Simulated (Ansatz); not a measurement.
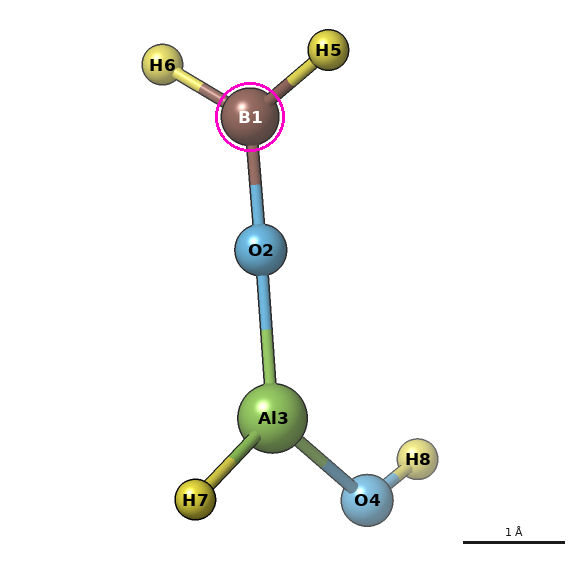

Orthographic view. Atoms fade into the background with distance from the viewer. Computed geometry: PBE0-D4/def2-TZVP optimisation.

### Which atoms are bonded to the circled atom?

The circled atom is B1; it is bonded to O2, H5, H6.

### What is the shortest path along bonds from the circled atom to H8?

B1–O2–Al3–O4–H8, 4 bonds; through space the two are 4.20 Å apart.

### Which atom is farthest from the viewer?

H8, 1.6 Å behind the mean position.

### Of Al3 and O4, which is nearer the viewer?

Al3; the bond to O4 points away from the viewer, so it looks shorter than its 1.68 Å.
